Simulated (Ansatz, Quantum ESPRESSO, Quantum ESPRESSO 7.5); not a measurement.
# Hf2NS2 MXene, 1 layer against a metal electrode

How does the Fermi level of Hf2NS2 MXene, 1 layer move as charge is added against a counter-electrode?

Calculated with Quantum ESPRESSO 7.5; plane-wave DFT, LDA, GBRV ultrasoft pseudopotentials (geometry by Ansatz 0.2.0 with PAW datasets; geometry under PBE).

**1. The starting structure**

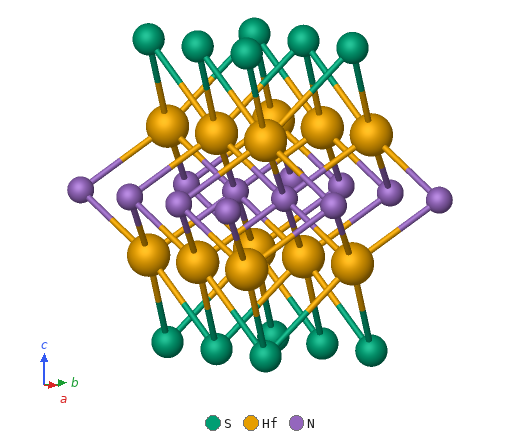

The cell as given, from the side, with the c axis up (sulfur teal, hafnium orange, nitrogen purple). 3×2×1 cells are drawn. Some periodic images of atoms are drawn too.

The cell holds 5 atoms: 2 S, 2 Hf and 1 N. Cell: a = 3.217 Å, b = 3.217 Å, c = 22.248 Å, α = 90.0°, β = 90.0°, γ = 120.0°. It derives from Hf2NS2. Vacuum lies along c.

As a file:

```
CELL_PARAMETERS angstrom
3.21750 0.00000 0.00000
-1.60875 2.78644 0.00000
0.00000 0.00000 22.24845
ATOMIC_POSITIONS crystal
S 0.33333 0.66667 0.35958
Hf 0.66667 0.33333 0.44294
N 0.00000 0.00000 0.50000
Hf 0.33333 0.66667 0.55706
S 0.66667 0.33333 0.64042
```

This run has no spin polarisation although its electron count is odd. A spin-polarised state was not tried and may lie lower.

**2. Relaxation with Ansatz**

A relaxation in Ansatz fixes the structure of this slab for the runs on it.

input.yaml

```yaml
crystal:
  lattice:
    - [3.2175, 0.0, 0.0]
    - [-1.60875, 2.7864367367, 0.0]
    - [0.0, 0.0, 22.2484494502]
  atoms:
    - { symbol: S, position: [0.3333333333, 0.6666666667, 0.3595756198] }
    - { symbol: Hf, position: [0.6666666667, 0.3333333333, 0.4429380559] }
    - { symbol: "N", position: [0.0, 0.0, 0.5] }
    - { symbol: Hf, position: [0.3333333333, 0.6666666667, 0.5570619441] }
    - { symbol: S, position: [0.6666666667, 0.3333333333, 0.6404243802] }
kpoints:
  mp_grid: { grid: [12, 12, 1] }
hamiltonian:
  xc: pbe
scf:
  occupations: { method: fermi_dirac, width: 0.05 }
  convergence: { dr2_threshold: 1.0e-08 }
efield:
  axis: 3
  dipole_correction: true
  ramp_position: 0.97
  ramp_width: 0.04
relax:
  f_tol: 0.01
  cell: { fix: [c, alpha, beta] }
output:
  write_potential: true
  write_density: true
  volumetric_format: npy
```

On the command line:

```
ansatz run input.yaml --threads 4 --pin off --max-ram 8192MiB --backend cpu --events-out ev --progress --plain --runs-dir out
```

Numbers of over 12 decimals in the logs are rounded to 6 here.

Output:

```text
Warning: relax.cell: scf.convergence.dr2_threshold = 1e-8 eV is looser than the 5e-10 eV advised for a relaxation that steers and ends on the stress (1e-10 eV for each atom of the cell: 5). What an SCF threshold leaves in a stress goes as its square root, and in the free energy as the threshold itself, and one threshold admits the most on a small cell: [figures from the program's tests cut] Set scf.convergence.dr2_threshold to 5e-10 eV or tighter. The threshold is an SCF's pass mark: one that does not reach it within its budget of iterations ends unconverged, or closes short of it on a stop that the run arms, and scf.convergence.dr2_threshold's page says what that costs each kind of run
Engine: ansatz 0.2.0, aarch64-unknown-linux-gnu
Pseudopotentials: kind: paw
Pseudopotential: S, paw, valence charge 6, recommended cutoff 420 eV (normal), S.paw.azcp
Pseudopotential: Hf, paw, valence charge 26, recommended cutoff 420 eV (normal), Hf.paw.azcp
Pseudopotential: N, paw, valence charge 5, recommended cutoff 420 eV (normal), N.paw.azcp
Functional definition: PBE
  parameter kappa = 0.804
  parameter beta = 0.066725
  exchange = pbe_x(kappa = kappa, mu = beta*pi^2/3)
  correlation = pbe_c(beta = beta)
Crystal: 5 atoms, lattice volume = 199.465 Å³
Basis set: ecut = 420 eV, 3975 PW (Γ), exchange–correlation on 48×48×300 points (8 copies of the dense FFT grid, shifted against one another)
Bands: 42, of which v1, the nominal top of the filled ones, is band 35 counted from 1 (34 counted from 0)
Symmetry: 6 space group operations
k-points: 19 of 144 (time reversal used)
Non-local potential: S, projectors of the file, l = 0: 2, l = 1: 2, l = 2: 2
Non-local potential: Hf, projectors of the file, l = 0: 3, l = 1: 2, l = 2: 2, l = 3: 3
Non-local potential: N, projectors of the file, l = 0: 2, l = 1: 2, l = 2: 1
PAW form: soft (Blöchl's): semilocal exchange-correlation on the pseudo side does not see the compensation charge
PAW one-centre angular grid: S, 110 points (default); XC on 64 Gauss nodes
PAW one-centre angular grid: Hf, 590 points (default); XC on 64 Gauss nodes
PAW one-centre angular grid: N, 110 points (default); XC on 64 Gauss nodes
Initial density: superposition of atomic densities (neutral atoms: chi_scale 0, normalization atom), corrected by the library's trained network
Initial wavefunctions: pseudopotential atomic-orbital guess
Functional: x = pbe(κ = 0.804, μ = 0.219515), c = pbe(β = 0.066725)
SCF iter   1: F=—  HF=-33637.442985 eV  |F-HF|=—  |Δ(HF+E_count)|=         —  Δρ=3.83e-3  dr2=1.94e-1  ethr=1.77e-3  p=0.000 e·Å  D=4.24e-4 V/Å  ΔV_dip=-0.01 eV  dr2_dipole=3.76e-6  V_vac-E_F(+/−)=5.81/5.82 eV  ⟨swp⟩=8.0  Hψ=3560  notcnv=0  defer=2
efield: sawtooth ramp at fractional position 0.9700 (set: `efield.ramp_position`, or a place that a band, a saddle search or an elastic batch's reference lends), width 0.0400; the density the first Hamiltonian is built on has a dipole p = 0.000 e·Å; the dipole correction subtracts the counter field D = 4.24e-4 V/Å, which shifts the + side's vacuum level by -0.01 eV against the − side's; the planar-averaged density in the ramp window peaks in size at 6.1e-5 e/Å³
preconditioner: auto → LDOS  [metal: Δε(μ)=0.093 eV  Ē_g=16.564 eV  σ=0.050 eV  W_gap=0.38  n_scr=34 (ndim 8)  ℏωp=21.2 eV  f_vac=0.584  D(μ)=1.94/eV (n_scr^D=8)  β→1.0]
SCF iter   2: F=—  HF=-33637.435377 eV  |F-HF|=—  |Δ(HF+E_count)|=   7.61e-3  Δρ=2.25e-3  dr2=2.68e-2  ethr=2.81e-4  p=0.000 e·Å  D=2.48e-5 V/Å  ΔV_dip=-0.00 eV  dr2_dipole=1.81e-6  V_vac-E_F(+/−)=5.92/5.92 eV  ⟨swp⟩=3.5  Hψ=1325  notcnv=0  defer=45
SCF iter   3: F=—  HF=-33637.433045 eV  |F-HF|=—  |Δ(HF+E_count)|=   2.33e-3  Δρ=4.93e-4  dr2=8.36e-4  ethr=3.88e-5  p=0.000 e·Å  D=5.13e-5 V/Å  ΔV_dip=-0.00 eV  dr2_dipole=9.66e-7  V_vac-E_F(+/−)=5.90/5.90 eV  ⟨swp⟩=2.0  Hψ=1438  notcnv=0  defer=45
SCF iter   4: F=—  HF=-33637.432952 eV  |F-HF|=—  |Δ(HF+E_count)|=   9.22e-5  Δρ=1.78e-4  dr2=7.30e-5  ethr=1.21e-6  p=0.000 e·Å  D=1.33e-5 V/Å  ΔV_dip=-0.00 eV  dr2_dipole=1.11e-7  V_vac-E_F(+/−)=5.90/5.90 eV  ⟨swp⟩=3.0  Hψ=1570  notcnv=0  defer=45
SCF iter   5: F=—  HF=-33637.432970 eV  |F-HF|=—  |Δ(HF+E_count)|=   1.78e-5  Δρ=4.69e-5  dr2=8.25e-6  ethr=1.06e-7  p=0.000 e·Å  D=5.73e-6 V/Å  ΔV_dip=-0.00 eV  dr2_dipole=1.88e-8  V_vac-E_F(+/−)=5.90/5.90 eV  ⟨swp⟩=3.0  Hψ=1726  notcnv=0  defer=45
SCF iter   6: F=—  HF=-33637.432866 eV  |F-HF|=—  |Δ(HF+E_count)|=   1.05e-4  Δρ=1.89e-5  dr2=6.77e-7  ethr=1.20e-8  p=0.000 e·Å  D=3.10e-6 V/Å  ΔV_dip=-0.00 eV  dr2_dipole=3.93e-9  V_vac-E_F(+/−)=5.90/5.90 eV  ⟨swp⟩=2.8  Hψ=1652  notcnv=0  defer=45
SCF iter   7: F=—  HF=-33637.432866 eV  |F-HF|=—  |Δ(HF+E_count)|=   3.18e-7  Δρ=6.48e-6  dr2=9.01e-8  ethr=9.81e-10  p=0.000 e·Å  D=1.23e-6 V/Å  ΔV_dip=-0.00 eV  dr2_dipole=4.84e-10  V_vac-E_F(+/−)=5.90/5.90 eV  ⟨swp⟩=2.4  Hψ=1453  notcnv=0  defer=45
SCF iter   8: F=-33637.432866 eV  HF=-33637.432866 eV  |F-HF|=2.97e-8  |Δ(HF+E_count)|=   8.75e-8  Δρ=2.00e-6  dr2=4.74e-9  ethr=1.45e-11  p=0.000 e·Å  D=5.51e-7 V/Å  ΔV_dip=-0.00 eV  dr2_dipole=3.26e-11  V_vac-E_F(+/−)=5.90/5.90 eV  ⟨swp⟩=11.5  Hψ=7707  notcnv=0
SCF 1 converged in 8 iterations: F = -33637.432866 eV  dr2 = 4.74e-9
  greatest PAW one-centre occupation: 0.998 electrons in one spin orbital (limit 2), on the Hf atom at site 3 (counted from 0), in its partial waves of l = 0
relax step   1: F+E_penalty+E_count = -33637.43286613 eV  Δ(F+E_penalty+E_count) = +0.000e0 eV  max|allowed force component| = 2.460e0 eV/Å  Δτ_max = 0.0000 Å  P = +1.234 GPa  Ω = 199.465 Å³  fix = [c, alpha, beta]  reactions: c -6.036 GPa  (8 SCF iters, accepted)
Crystal: 5 atoms, lattice volume = 209.406 Å³
Basis set: ecut = 420 eV, 4167 PW (Γ), exchange–correlation on 48×48×300 points (8 copies of the dense FFT grid, shifted against one another)
Initial density: handed on by an earlier stage of this run
Initial wavefunctions: those handed on with the density
iter 1 solved again at ethr=2.35e-4 eV; its pass at ethr=3.10e-3 eV (dr2=1.62e-1 eV) is discarded
SCF iter   1: F=—  HF=-33638.379218 eV  |F-HF|=—  |Δ(HF+E_count)|=         —  Δρ=7.63e-3  dr2=1.66e-1  ethr=2.35e-4  p=0.000 e·Å  D=5.50e-7 V/Å  ΔV_dip=-0.00 eV  dr2_dipole=4.05e-12  V_vac-E_F(+/−)=5.44/5.44 eV  ⟨swp⟩=2.5  Hψ=4933  notcnv=0
[...]
relax step   5: F+E_penalty+E_count = -33638.52302103 eV  Δ(F+E_penalty+E_count) = -3.383e-3 eV  max|allowed force component| = 2.042e-2 eV/Å  Δτ_max = 0.0051 Å  P = -0.043 GPa  Ω = 223.903 Å³  energy of the carried Pulay correction = -9.128e-3 eV  fix = [c, alpha, beta]  reactions: c -0.069 GPa  (7 SCF iters, accepted)
[...]
relax step   6: F+E_penalty+E_count = -33638.52309209 eV  Δ(F+E_penalty+E_count) = -7.106e-5 eV  max|allowed force component| = 2.239e-3 eV/Å  Δτ_max = 0.0009 Å  P = -0.017 GPa  Ω = 223.781 Å³  energy of the carried Pulay correction = -9.085e-3 eV  fix = [c, alpha, beta]  reactions: c -0.052 GPa  (4 SCF iters, accepted)
[...]
relax step   7: F+E_penalty+E_count = -33638.53896174 eV  Δ(F+E_penalty+E_count) = -1.587e-2 eV  max|allowed force component| = 3.717e-3 eV/Å  Δτ_max = 0.0000 Å  P = +0.060 GPa  Ω = 223.781 Å³  fix = [c, alpha, beta]  reactions: c -0.018 GPa  stress off target by 9.82e-2 GPa on what of the cell is left free  SCF on the basis re-selected at this cell (its energy is not comparable with the rows above)  (5 SCF iters)
[...]
relax step   8: F+E_penalty+E_count = -33638.53897512 eV  Δ(F+E_penalty+E_count) = -1.338e-5 eV  max|allowed force component| = 2.704e-4 eV/Å  Δτ_max = 0.0025 Å  P = +0.002 GPa  Ω = 224.209 Å³  energy of the carried Pulay correction = -1.316e-4 eV  fix = [c, alpha, beta]  reactions: c +0.001 GPa  (5 SCF iters, accepted)
iter 1 solved again at ethr=2.46e-6 eV; its pass at ethr=3.10e-3 eV (dr2=1.69e-3 eV) is discarded
SCF iter   1: F=—  HF=-33638.539254 eV  |F-HF|=—  |Δ(HF+E_count)|=         —  Δρ=5.41e-6  dr2=4.51e-8  ethr=2.46e-6  p=0.000 e·Å  D=3.39e-7 V/Å  ΔV_dip=-0.00 eV  dr2_dipole=1.73e-11  V_vac-E_F(+/−)=5.53/5.53 eV  ⟨swp⟩=3.2  Hψ=5789  notcnv=0
efield: sawtooth ramp at fractional position 0.9700 (set: `efield.ramp_position`, or a place that a band, a saddle search or an elastic batch's reference lends), width 0.0400; the density the first Hamiltonian is built on has a dipole p = 0.000 e·Å; the dipole correction subtracts the counter field D = 3.39e-7 V/Å, which shifts the + side's vacuum level by -0.00 eV against the − side's; the planar-averaged density in the ramp window peaks in size at 1.9e-8 e/Å³
eigensolver tolerance schedule: the retry pair's looser diagonalisation over-reported the residual by 37600.57 of it (diagonalisation noise at an unbounded share of the residual, at the tolerance the schedule requests for it); recorded, not acted on — ethr = c·dr2/N_el stays at c = 1.0e-1
SCF iter   2: F=—  HF=-33638.539105 eV  |F-HF|=—  |Δ(HF+E_count)|=   1.48e-4  Δρ=7.03e-6  dr2=1.27e-7  ethr=6.53e-11  p=0.000 e·Å  D=2.22e-7 V/Å  ΔV_dip=-0.00 eV  dr2_dipole=5.07e-12  V_vac-E_F(+/−)=5.53/5.53 eV  ⟨swp⟩=4.9  Hψ=2813  notcnv=0
SCF iter   3: F=—  HF=-33638.539105 eV  |F-HF|=—  |Δ(HF+E_count)|=   3.44e-8  Δρ=2.97e-6  dr2=1.61e-8  ethr=6.53e-11  p=0.000 e·Å  D=2.13e-7 V/Å  ΔV_dip=-0.00 eV  dr2_dipole=1.47e-12  V_vac-E_F(+/−)=5.53/5.53 eV  ⟨swp⟩=2.0  Hψ=1455  notcnv=0
SCF iter   4: F=-33638.539105 eV  HF=-33638.539105 eV  |F-HF|=1.09e-9  |Δ(HF+E_count)|=   7.25e-9  Δρ=1.73e-6  dr2=7.28e-9  ethr=1.45e-11  p=0.000 e·Å  D=2.19e-7 V/Å  ΔV_dip=-0.00 eV  dr2_dipole=5.19e-13  V_vac-E_F(+/−)=5.53/5.53 eV  ⟨swp⟩=12.2  Hψ=6235  notcnv=0
SCF 9 converged in 4 iterations: F = -33638.539105 eV  dr2 = 7.28e-9
relax step   9: F+E_penalty+E_count = -33638.53910540 eV  Δ(F+E_penalty+E_count) = -1.303e-4 eV  max|allowed force component| = 2.453e-4 eV/Å  Δτ_max = 0.0000 Å  P = +0.002 GPa  Ω = 224.209 Å³  fix = [c, alpha, beta]  reactions: c +0.001 GPa  stress off target by 3.09e-3 GPa on what of the cell is left free  SCF on the basis re-selected at this cell (its energy is not comparable with the rows above)  (4 SCF iters)
basis re-selected at this cell: Δ(F+E_penalty+E_count) = -1.303e-4 eV, ΔP = +0.000 GPa vs the last step (what re-selecting the basis moved, of the pressure what is left beyond the Pulay correction that the steps carried, after the strain that the cell walked since its last selection, with what the two solves' SCF thresholds leave and, on support functions, any second-order correction that the steps lacked; it is no m [...]
WARN: The input density's exchange-correlation potential varies sharply where the density is thin. Do not read a vacuum level from v_tot or v_xc, or from such a field of the output density. On a cell that repeats whose density bears no net charge and no dipole along the vacuum's axis use v_es (v_loc + v_h of the components); under efield.dipole_correction with no amplitude use v_es + v_field, which holds any external [...]
SCF converged after 4 iterations
Free energy (F): -33638.539105 eV
Harris-Foulkes:  -33638.539105 eV  (|F-HF|=1.09e-9)
Internal energy: -33638.524379 eV  (E = F + TS)
E sigma→0 (E₀):  -33638.531742 eV
Entropy (-TS):   -0.014726 eV (-2.945 meV/atom)
Fermi energy:    2.000924 eV
Dipole field:    D = 0.000001 V/Å  (p = 0.000001 e·Å, saw-weighted, corrected)
Work function:   Φ+ = 5.5333 eV   Φ− = 5.5334 eV
Levels:          The Fermi level and band energies are counted from a zero that moves with the ramp; work functions are not
--- Per-component energies (eV) ---
  E_band       = -981.439425
  E_kinetic    = 1188.353082
  E_local      = -97575.710086  (includes V_loc(G=0)·N_el)
  E_nonlocal   = -2385.444579
  E_hartree    = 47877.974162
  E_xc         = -855.158999
  E_vxc        = -784.818530  (∫ρ·V_xc dr)
  E_paw        = -15181.618355  (= ΣΔE_a)
  E_vpaw       = 2820.253458  (= ΣTr[D̂ρ^β])
  E_aug_tail   = 0.000092  (compensation charges beyond the density's cutoff)
  E_efield     = 0.000000  (sawtooth field / dipole correction)
  E_vefield    = -0.000017  (∫n·V_field dr)
  E_ewald      = 33293.080304
  E_smearing   = -0.014726  (= −TS)
  E_closure    = 0.000000  (closes the sum)
  Σ components = -33638.539105   (vs F -33638.539105, Δ=0.00e0)
--- Forces (eV/Å), atoms counted from 1 ---
  atom   1  S     -0.00000000    -0.00000000    -0.00024448
  atom   2  Hf    -0.00000000     0.00000000     0.00017902
  atom   3  N      0.00000000     0.00000000     0.00000073
  atom   4  Hf     0.00000000    -0.00000000    -0.00018054
  atom   5  S      0.00000000     0.00000000     0.00024533
  max |Σ_I F_I| component: 6.49e-8 eV/Å
--- Stress (GPa, compression-positive) ---
        0.003090       0.000000       0.000000
        0.000000       0.003090      -0.000000
        0.000000       0.000000       0.000687
  P = ⅓ Tr σ = 0.0023 GPa (0.023 kbar)
--- Band table (eV; the first three rows and the last of 19) ---
  k-point 0: bands = [... 31 lower, 0.0598, 1.1568, 1.1568, 2.6130, 2.6130, 2.9217, 3.9875, 4.6162, ... 3 higher]
  k-point 1: bands = [... 31 lower, 0.4258, 0.5271, 0.8989, 2.4729, 2.9110, 3.1350, 4.2175, 4.5204, ... 3 higher]
  k-point 2: bands = [... 31 lower, 0.0030, 0.3527, 0.5264, 1.9637, 3.4251, 3.5544, 4.3163, 4.8594, ... 3 higher]
  k-point 18: bands = [... 31 lower, -1.3637, -0.9351, -0.9351, 3.4718, 3.4718, 4.0846, 5.7834, 5.7834, ... 3 higher]
--- Relaxed structure (7 steps of the walk, 7 accepted, 2 SCFs on fresh bases) ---
  F+E_penalty+E_count = -33638.53910540 eV   max|allowed force component| = 2.453e-4 eV/Å   (the final SCF, on the basis selected at the relaxed cell)
  cell:  # Å, volume = 224.2094 Å³
    - [3.411236, 0.0, 0]
    - [-1.705618, 2.954217, 0]
    - [0, 0, 22.2484494502]
  atoms:
    - { symbol: S, position: [0.333333, 0.666667, 0.372574] }
    - { symbol: Hf, position: [0.666667, 0.333333, 0.442466] }
    - { symbol: N, position: [0, 0, 0.500000] }
    - { symbol: Hf, position: [0.333333, 0.666667, 0.557534] }
    - { symbol: S, position: [0.666667, 0.333333, 0.627426] }
```

It took 37 s on 4 threads of Arm Neoverse V1, shared host; peak memory 0.48 GiB; 2.4 min of CPU time.

The steps of the relaxation:

```csv
step,energy less that of the first step (eV),largest force component (eV/Å),pressure (GPa),volume (Å³)
1,0.0000,2.4597,1.23,199.47
2,-0.9038,0.5662,2.26,209.41
3,-0.9566,1.4857,0.14,229.37
4,-1.0868,0.0866,-0.45,225.29
5,-1.0902,0.0204,-0.04,223.90
6,-1.0902,0.0022,-0.02,223.78
7*,-1.1061,0.0037,0.06,223.78
8,-1.1061,0.0003,0.00,224.21
9*,-1.1062,0.0002,0.00,224.21
```

Relaxation steps marked * repeat the geometry before them on a plane-wave basis chosen anew for their cell, so energy and pressure can jump there.

Forces are held to the 6 operations that the run works with; a distortion that breaks them can't arise in this run.

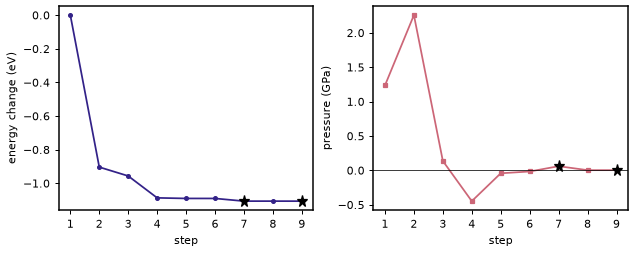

Energy and pressure along the relaxation. Stars mark steps on a basis chosen anew.

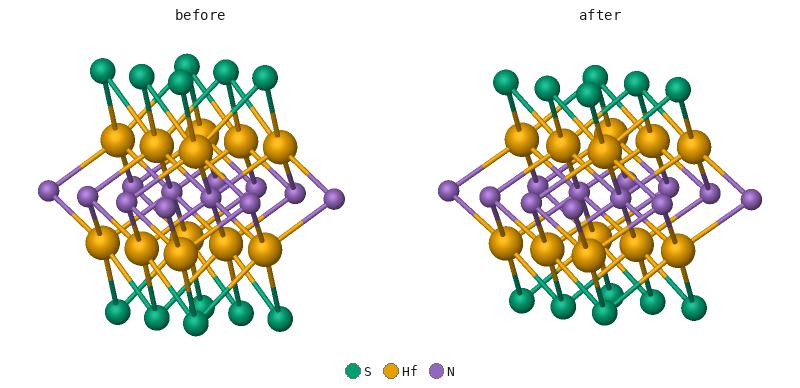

Before and after, at one scale.

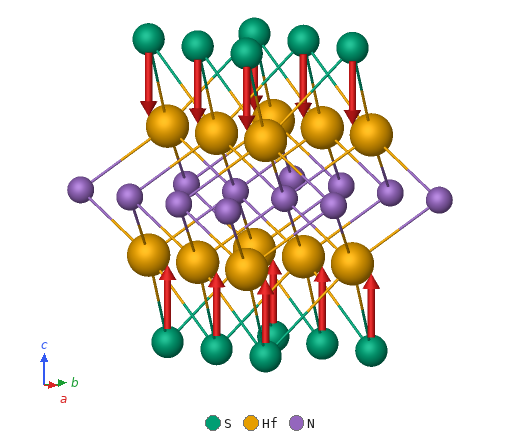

Displacements in the relaxation, exaggerated, measured against the changing cell; the longest in the cell stands for 0.29 Å. 3×2×1 cells are drawn. Some periodic images of atoms are drawn too.

```csv
cell as run,before,after,change
a (Å),3.217,3.411,+6.0 %
b (Å),3.217,3.411,+6.0 %
```

The atoms that moved most (Å, along periodic axes as changes of fractional coordinates times the final cell, across vacuum about the mean position):

```csv
atom,dx,dy,dz,length
S5,0.000,0.000,-0.289,0.289
S1,0.000,0.000,0.289,0.289
Hf4,0.000,0.000,0.011,0.011
Hf2,0.000,0.000,-0.011,0.011
```

Final coordinates:

```xyz
5
Lattice="3.4112 0.0000 0.0000 -1.7056 2.9542 0.0000 0.0000 0.0000 22.2484" Properties=species:S:1:pos:R:3
S     0.0000    1.9695    8.2892
Hf    1.7056    0.9847    9.8442
N     0.0000    0.0000   11.1242
Hf    0.0000    1.9695   12.4043
S     1.7056    0.9847   13.9593
```

This step gave:

```
free energy                     : -33638.5391 eV
energy at zero smearing         : -33638.5317 eV
smearing term TS                : 0.01473 eV
Fermi energy                    : 2.001 eV
symmetry operations             : 6
work function of the upper face : 5.533 eV
work function of the lower face : 5.533 eV
dipole along the normal         : 1.41e-6 e·Å
```

(Continued in part 2 of 5.)

[Logs are printed without paths, hosts, clocks, repeated set-up lines and the standing remarks that a program may print on its own settings, such as how far it seeks lower states.]

[Hosts, paths, dates, database ids (printed as entryN), source tags and the programs' standing remarks are cut or masked in the printed files.]

[Maps of the electrostatic potential energy from Ansatz leave out the sawtooth potential of an applied field or a dipole correction, so their vacuum need not be flat; planar profiles and work functions include it.]
